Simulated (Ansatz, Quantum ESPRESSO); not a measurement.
# RbTaTe3 (Pm-3m): zone-centre phonons

Which modes does RbTaTe3 (Pm-3m) have at the zone centre?

Main program and level: Quantum ESPRESSO 8.0 development, patched; DFT LDA, scalar-relativistic, plane waves, PseudoDojo norm-conserving pseudopotentials.

The structure was built from a prototype and need not be the compound's stable phase.

### 1. Set-up

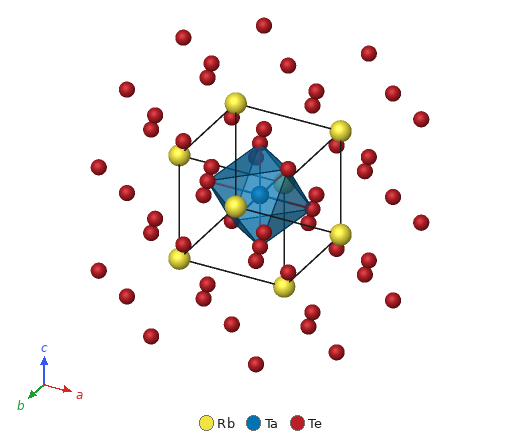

The starting structure, seen from a free direction (rubidium yellow, tantalum blue, tellurium red). Some periodic images of atoms are drawn too.

### 2. A probe with smearing

Before anything dear is run, a loose run with smearing shows whether this is a metal and how far the cell is from rest.

probe.in

```
&CONTROL
  calculation = 'scf'
  prefix      = 'x'
  outdir      = './tmp'
  pseudo_dir  = './pseudo'
  tprnfor     = .true.
  tstress     = .true.
  verbosity   = 'high'
/
&SYSTEM
  ibrav       = 1
  celldm(1)   = 10.44829574
  nat         = 5
  ntyp        = 3
  ecutwfc     = 82.0
  occupations = 'smearing'
  smearing    = 'gaussian'
  degauss     = 0.01
/
&ELECTRONS
  conv_thr         = 1.0d-07
  mixing_beta      = 0.7
  electron_maxstep = 100
/
ATOMIC_SPECIES
 Rb     85.4678  Rb.upf
 Ta    180.9479  Ta.upf
 Te    127.6000  Te.upf
ATOMIC_POSITIONS crystal
 Rb     0.000000000   0.000000000   0.000000000
 Ta     0.500000000   0.500000000   0.500000000
 Te     0.500000000   0.500000000   0.000000000
 Te     0.500000000   0.000000000   0.500000000
 Te     0.000000000   0.500000000   0.500000000
K_POINTS automatic
 4 4 4 0 0 0
```

Started as:

```sh
$ OMP_NUM_THREADS=1 mpirun -n 4 pw.x -nk 4 -in probe.in > probe.out
```

The program printed:

```text
[banners, grids, parts of the stress and lines that vanish by symmetry left out]
Program PWSCF v.8.0dev
     bravais-lattice index     =            1
     lattice parameter (alat)  =      10.4483  a.u.
[...]
kinetic-energy cutoff     =      82.0000  Ry
     charge density cutoff     =     328.0000  Ry
     scf convergence threshold =      1.0E-07
[...]
Exchange-correlation= SLA-PW-NOGX-NOGC
                           (   1   4   0   0   0   0   0)
[...]
48 Sym. Ops., with inversion, found
[...]
(     0          1          0      )
                  (     0          0          1      )
[...]
(  0.0000000  1.0000000  0.0000000 )
                  (  0.0000000  0.0000000  1.0000000 )
[...]
(     0         -1          0      )
                  (     0          0          1      )
[...]
number of k points=    10  Gaussian smearing, width (Ry)=  0.0100
[...]
c_bands: 1 eigenvalues not converged on the other pools
[...]
End of self-consistent calculation
[...]
the Fermi energy is     8.1706 ev
!    total energy              =    -812.46133540 Ry
[...]
convergence has been achieved in   8 iterations
[...]
atom    1 type  1   force =     0.00000000    0.00000000    0.00000000
     atom    2 type  2   force =     0.00000000    0.00000000    0.00000000
     atom    3 type  3   force =     0.00000000    0.00000000    0.00000000
     atom    4 type  3   force =     0.00000000    0.00000000    0.00000000
     atom    5 type  3   force =     0.00000000    0.00000000    0.00000000
[...]
Total force =     0.000000     Total SCF correction =     0.000000
[...]
total   stress  (Ry/bohr**3)                   (kbar)     P=      -35.57
[...]
XML data file, charge density, pseudopotentials, collected wavefunctions

   JOB DONE.
```

Elapsed: 29 s, on 4 MPI ranks of Arm Neoverse V1, shared host.

Read from the output:

```yaml
volume_per_atom: 33.80 Å³
pressure: -3.557 GPa
gap_on_the_k_mesh: 0 eV
```

No gap opens on this mesh, so smearing is kept; the start stands at -3.6 GPa.

### 3. Relaxing the cell and atoms

The relaxation runs at a cutoff a fifth above that of the response, since stress converges more slowly with the basis than frequencies do. Forces and stress are brought to rest with tight thresholds.

relax.in

```
&CONTROL
  calculation   = 'vc-relax'
  prefix        = 'x'
  outdir        = './tmp'
  pseudo_dir    = './pseudo'
  tprnfor       = .true.
  tstress       = .true.
  forc_conv_thr = 2.0d-05
  etot_conv_thr = 1.0d-07
  nstep         = 40
/
&SYSTEM
  ibrav       = 1
  celldm(1)   = 10.44829574
  nat         = 5
  ntyp        = 3
  ecutwfc     = 98
  occupations = 'smearing'
  smearing    = 'mv'
  degauss     = 0.02
/
&ELECTRONS
  conv_thr         = 1.0d-11
  mixing_beta      = 0.7
  electron_maxstep = 100
/
&IONS
/
&CELL
  press_conv_thr = 0.2
/
ATOMIC_SPECIES
 Rb     85.4678  Rb.upf
 Ta    180.9479  Ta.upf
 Te    127.6000  Te.upf
ATOMIC_POSITIONS crystal
 Rb     0.000000000   0.000000000   0.000000000
 Ta     0.500000000   0.500000000   0.500000000
 Te     0.500000000   0.500000000   0.000000000
 Te     0.500000000   0.000000000   0.500000000
 Te     0.000000000   0.500000000   0.500000000
K_POINTS automatic
 6 6 6 0 0 0
```

Started as:

```sh
$ OMP_NUM_THREADS=1 mpirun -n 4 pw.x -nk 4 -in relax.in > relax.out
```

The program printed:

```text
[banners, grids, parts of the stress and lines that vanish by symmetry left out]
[banner, memory and clock lines left out]
Program PWSCF v.8.0dev

[...]
kinetic-energy cutoff     =      98.0000  Ry
     charge density cutoff     =     392.0000  Ry
     scf convergence threshold =      1.0E-11
[...]
energy convergence thresh.=      1.0E-07
     force convergence thresh. =      2.0E-05
     press convergence thresh. =      2.0E-01
     Exchange-correlation= SLA-PW-NOGX-NOGC
                           (   1   4   0   0   0   0   0)
[...]
48 Sym. Ops., with inversion, found
[...]
number of k points=    20  Marzari-Vanderbilt smearing, width (Ry)=  0.0200
[...]
End of self-consistent calculation
[...]
the Fermi energy is     8.1875 ev
!    total energy              =    -812.45301320 Ry
[...]
convergence has been achieved in  11 iterations
[...]
atom    1 type  1   force =     0.00000000    0.00000000    0.00000000
     atom    2 type  2   force =     0.00000000    0.00000000    0.00000000
     atom    3 type  3   force =     0.00000000    0.00000000    0.00000000
     atom    4 type  3   force =     0.00000000    0.00000000    0.00000000
     atom    5 type  3   force =     0.00000000    0.00000000    0.00000000
     Total force =     0.000000     Total SCF correction =     0.000000
[...]
total   stress  (Ry/bohr**3)                   (kbar)     P=      -32.88
[...]
number of bfgs steps    =   0
[...]
CELL_PARAMETERS (alat= 10.44829574)
[...]
ATOMIC_POSITIONS (crystal)
Rb               0.0000000000        0.0000000000        0.0000000000
Ta               0.5000000000        0.5000000000        0.5000000000
Te               0.5000000000        0.5000000000        0.0000000000
Te               0.5000000000        0.0000000000        0.5000000000
[...]
New effective cutoffs (rho, wfc):  396.06   99.10
[...]
End of self-consistent calculation
[...]
the Fermi energy is     8.4144 ev
!    total energy              =    -812.45678382 Ry
[...]
convergence has been achieved in  10 iterations
[...]
atom    1 type  1   force =     0.00000000    0.00000000    0.00000000
     atom    2 type  2   force =     0.00000000    0.00000000    0.00000000
     atom    3 type  3   force =     0.00000000    0.00000000    0.00000000
     atom    4 type  3   force =     0.00000000    0.00000000    0.00000000
     atom    5 type  3   force =     0.00000000    0.00000000    0.00000000
     Total force =     0.000000     Total SCF correction =     0.000000
[...]
total   stress  (Ry/bohr**3)                   (kbar)     P=      -25.34
[...]
number of bfgs steps    =   1
[...]
CELL_PARAMETERS (alat= 10.44829574)
[...]
ATOMIC_POSITIONS (crystal)
[...]
New effective cutoffs (rho, wfc):  402.82  100.79
[...]
End of self-consistent calculation
[...]
the Fermi energy is     8.7640 ev
!    total energy              =    -812.46045271 Ry
[...]
convergence has been achieved in  10 iterations
[...]
atom    1 type  1   force =     0.00000000    0.00000000    0.00000000
     atom    2 type  2   force =     0.00000000    0.00000000    0.00000000
     atom    3 type  3   force =     0.00000000    0.00000000    0.00000000
     atom    4 type  3   force =     0.00000000    0.00000000    0.00000000
[...]
Total force =     0.000000     Total SCF correction =     0.000000
[...]
total   stress  (Ry/bohr**3)                   (kbar)     P=      -12.73
[...]
number of bfgs steps    =   2
[...]
CELL_PARAMETERS (alat= 10.44829574)
[...]
ATOMIC_POSITIONS (crystal)
[...]
New effective cutoffs (rho, wfc):  409.59  102.48
[...]
End of self-consistent calculation
[...]
the Fermi energy is     9.1163 ev
!    total energy              =    -812.46153752 Ry
[...]
convergence has been achieved in  10 iterations
[...]
Total force =     0.000000     Total SCF correction =     0.000000
[...]
total   stress  (Ry/bohr**3)                   (kbar)     P=        1.24
[...]
number of bfgs steps    =   3
[...]
CELL_PARAMETERS (alat= 10.44829574)
[...]
ATOMIC_POSITIONS (crystal)
[...]
New effective cutoffs (rho, wfc):  409.00  102.33
[...]
End of self-consistent calculation
[...]
the Fermi energy is     9.0851 ev
!    total energy              =    -812.46154689 Ry
[...]
convergence has been achieved in   9 iterations
[...]
Total force =     0.000000     Total SCF correction =     0.000000
[...]
total   stress  (Ry/bohr**3)                   (kbar)     P=       -0.05
[...]
number of bfgs steps    =   4
[...]
CELL_PARAMETERS (alat= 10.44829574)
[...]
ATOMIC_POSITIONS (crystal)
[...]
New effective cutoffs (rho, wfc):  409.02  102.34
[...]
End of self-consistent calculation
[...]
the Fermi energy is     9.0864 ev
!    total energy              =    -812.46154691 Ry
[...]
convergence has been achieved in   7 iterations
[...]
atom    3 type  3   force =     0.00000000    0.00000000    0.00000000
     atom    4 type  3   force =     0.00000000    0.00000000    0.00000000
     atom    5 type  3   force =     0.00000000    0.00000000    0.00000000
     Total force =     0.000000     Total SCF correction =     0.000000
[...]
total   stress  (Ry/bohr**3)                   (kbar)     P=        0.00
[...]
bfgs converged in   6 scf cycles and   5 bfgs steps
[...]
End of BFGS Geometry Optimization
     Final enthalpy           =    -812.4615469080 Ry
     File ./tmp/x.bfgs deleted, as requested
[...]
CELL_PARAMETERS (alat= 10.44829574)
[...]
ATOMIC_POSITIONS (crystal)
[...]
Te               0.5000000000        0.0000000000        0.5000000000
Te               0.0000000000        0.5000000000        0.5000000000
[...]
Final scf calculation at the relaxed structure.
[...]
kinetic-energy cutoff     =      98.0000  Ry
     charge density cutoff     =     392.0000  Ry
     scf convergence threshold =      1.0E-13
[...]
press convergence thresh. =      2.0E-01
     Exchange-correlation= SLA-PW-NOGX-NOGC
                           (   1   4   0   0   0   0   0)
[...]
48 Sym. Ops., with inversion, found
[...]
number of k points=    20  Marzari-Vanderbilt smearing, width (Ry)=  0.0200
[...]
c_bands: 1 eigenvalues not converged on the other pools
[...]
End of self-consistent calculation
[...]
the Fermi energy is     9.0864 ev
!    total energy              =    -812.46146927 Ry
[...]
convergence has been achieved in  12 iterations
[...]
atom    1 type  1   force =     0.00000000    0.00000000    0.00000000
     atom    2 type  2   force =     0.00000000    0.00000000    0.00000000
     atom    3 type  3   force =     0.00000000    0.00000000    0.00000000
     atom    4 type  3   force =     0.00000000    0.00000000    0.00000000
     atom    5 type  3   force =     0.00000000    0.00000000    0.00000000
     Total force =     0.000000     Total SCF correction =     0.000000
[...]
total   stress  (Ry/bohr**3)                   (kbar)     P=        0.05
[...]
XML data file, charge density, pseudopotentials, collected wavefunctions
```

Elapsed: 9.8 min, on 4 MPI ranks; 39 min of CPU time.

Step by step:

| step | energy less that of the first step (eV) | largest force (eV/Å) | pressure (GPa) | volume (Å³) |
| --- | --- | --- | --- | --- |
| 1 | 0.0000 | 0.0000 | -3.29 | 169.02 |
| 2 | -0.0513 | 0.0000 | -2.53 | 166.20 |
| 3 | -0.1012 | 0.0000 | -1.27 | 162.04 |
| 4 | -0.1160 | 0.0000 | 0.12 | 158.04 |
| 5 | -0.1161 | 0.0000 | -0.01 | 158.38 |
| 6 | -0.1161 | 0.0000 | 0.00 | 158.37 |
| 7 | -0.1151 | 0.0000 | 0.01 | 158.37 |

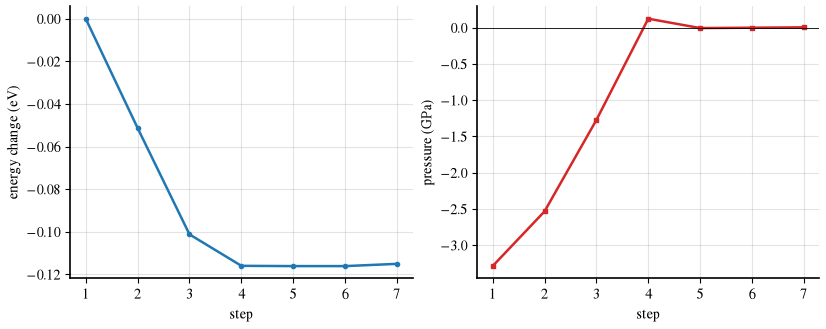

Energy and pressure along the relaxation.

| conventional cell, symmetrised | before | after | change |
| --- | --- | --- | --- |
| a (Å) | 5.529 | 5.410 | -2.1 % |
| b (Å) | 5.529 | 5.410 | -2.1 % |
| c (Å) | 5.529 | 5.410 | -2.1 % |
| volume (Å³/atom) | 33.80 | 31.67 | -6.3 % |

The relaxed structure:

```
Rb Ta Te
1.0
     5.41031    0.00000    0.00000
     0.00000    5.41031    0.00000
     0.00000    0.00000    5.41031
Rb Ta Te
1 1 3
Direct
  0.00000 0.00000 0.00000
  0.50000 0.50000 0.50000
  0.50000 0.50000 0.00000
  0.50000 0.00000 0.50000
  0.00000 0.50000 0.50000
```

The last row of the table of steps is pw.x's closing run on a basis chosen anew for the final cell, so its energy can jump.

This step gave:

```
volume per atom : 31.67 Å³
pressure        : 0.005 GPa
```

The volume changes by -6.3 % from the cell with which this run began.

### 4. Self-consistent run for the response

Perturbation theory inherits every error of the wavefunctions, so the threshold is set near the limit of the arithmetic. Smearing stays on, as the first look found no gap above 0.3 eV.

scf.in

```
&CONTROL
  calculation = 'scf'
  prefix      = 'x'
  outdir      = './tmp'
  pseudo_dir  = './pseudo'
  tprnfor     = .true.
  tstress     = .true.
/
&SYSTEM
  ibrav       = 1
  celldm(1)   = 10.22400774
  nat         = 5
  ntyp        = 3
  ecutwfc     = 82.0
  occupations = 'smearing'
  smearing    = 'mv'
  degauss     = 0.02
/
&ELECTRONS
  conv_thr         = 1.0d-12
  mixing_beta      = 0.7
  electron_maxstep = 100
/
ATOMIC_SPECIES
 Rb     85.4678  Rb.upf
 Ta    180.9479  Ta.upf
 Te    127.6000  Te.upf
ATOMIC_POSITIONS crystal
 Rb     0.000000000   0.000000000   0.000000000
 Ta     0.500000000   0.500000000   0.500000000
 Te     0.500000000   0.500000000   0.000000000
 Te     0.500000000   0.000000000   0.500000000
 Te     0.000000000   0.500000000   0.500000000
K_POINTS automatic
 6 6 6 0 0 0
```

Started as:

```sh
$ OMP_NUM_THREADS=1 mpirun -n 4 pw.x -nk 4 -in scf.in > scf.out
```

The program printed:

```text
[banners, grids, parts of the stress and lines that vanish by symmetry left out]
[banner, memory and clock lines left out]
Program PWSCF v.8.0dev

[...]
kinetic-energy cutoff     =      82.0000  Ry
     charge density cutoff     =     328.0000  Ry
     scf convergence threshold =      1.0E-12
[...]
Exchange-correlation= SLA-PW-NOGX-NOGC
                           (   1   4   0   0   0   0   0)
[...]
48 Sym. Ops., with inversion, found
[...]
number of k points=    20  Marzari-Vanderbilt smearing, width (Ry)=  0.0200
[...]
c_bands: 1 eigenvalues not converged on the other pools
[...]
End of self-consistent calculation
[...]
the Fermi energy is     9.0865 ev
!    total energy              =    -812.46126620 Ry
[...]
convergence has been achieved in  12 iterations
[...]
atom    1 type  1   force =     0.00000000    0.00000000    0.00000000
     atom    2 type  2   force =     0.00000000    0.00000000    0.00000000
     atom    3 type  3   force =     0.00000000    0.00000000    0.00000000
     atom    4 type  3   force =     0.00000000    0.00000000    0.00000000
     atom    5 type  3   force =     0.00000000    0.00000000    0.00000000
     Total force =     0.000000     Total SCF correction =     0.000000
[...]
total   stress  (Ry/bohr**3)                   (kbar)     P=        0.03
[...]
XML data file, charge density, pseudopotentials, collected wavefunctions
```

Wall time 62 s (4 MPI ranks); 4.1 min of CPU time.

Numbers from this step:

- pressure: 0.003000 GPa

The cell stands at 0.0030 GPa, close enough for phonons.

(Continued in part 2 of 3.)

[Host names and launcher messages were left out of these logs when they were recorded.]

[Logs are printed without paths, hosts, clocks, repeated set-up lines and the standing remarks that a program may print on its own settings, such as how far it seeks lower states.]

[Hosts, paths, dates, database ids (printed as entryN), source tags and the programs' standing remarks are cut or masked in the printed files.]
